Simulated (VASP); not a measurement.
Band structure of SnC (relaxed from the wurtzite structure, space group P6_3mc). Calculation: PBEsol GGA, VASP's PBE PAW potentials (set 64) (plane waves; VASP).

Unless said otherwise, spin-orbit coupling is left out, though it shifts the bands of the heavy elements here.

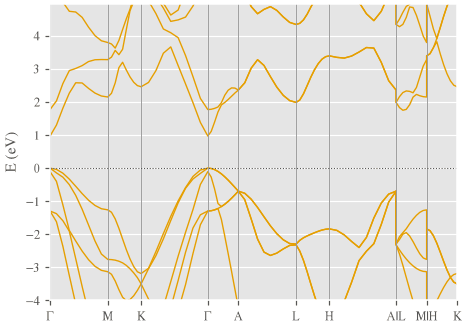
Bands along high-symmetry lines, zero at the valence-band maximum or, without a gap, the Fermi level

Task: Read the plot: is there a gap, and where are the band edges?

Result: The gap is direct, 0.97 eV, from the valence maximum at Γ to the conduction minimum at Γ. (Edges off the drawn lines would not show.)

The structure was generated: SnC was put into the wurtzite type (P6_3mc), which need not be its known phase. It was relaxed first.
